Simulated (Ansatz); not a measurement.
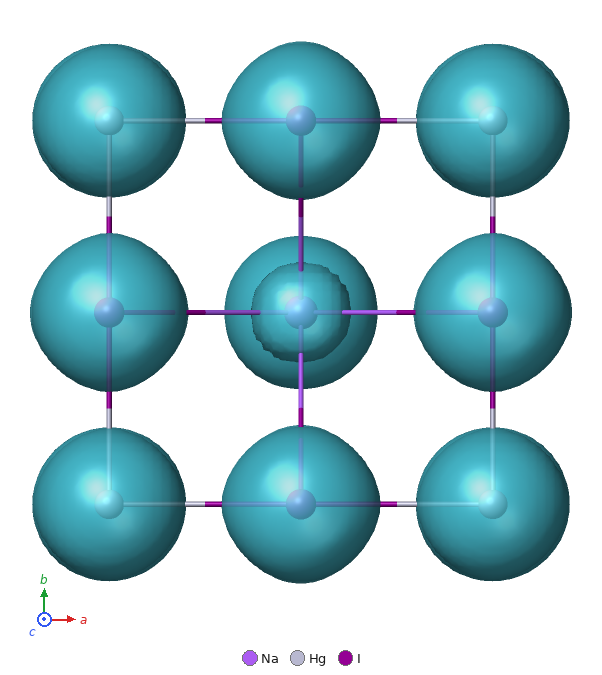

*Na2HgI4. Isosurface of the valence electron density at 0.4 e/Å³ (cyan), seen along the c axis. Sticks mark near contacts.*

Space group I4/mmm; a structure from a database of computed crystals, not necessarily the ambient phase; started from the K2MgH4-139 prototype, which need not be the ambient phase.

All numbers below come from DFT, r2SCAN+rVV10, plane waves, PAW (Ansatz 0.2.0).

In a PAW calculation such maps are meaningful between the atoms, not at the nuclei.

> Which contacts does the surface bridge?

At this value the density breaks into separate islands; it holds about 80 % of the electrons treated as valence (semicore included). It bridges none of the near contacts. It is pinched off along the sampled Hg–I (2.89 Å), Na–I (3.02 Å) and Hg–I (2.99 Å) contacts. On the grid the lowest density along these lines, outside the cores, is 0.32 e/Å³ (Hg–I, 2.89 Å), 0.08 e/Å³ (Na–I, 3.02 Å) and 0.26 e/Å³ (Hg–I, 2.99 Å).
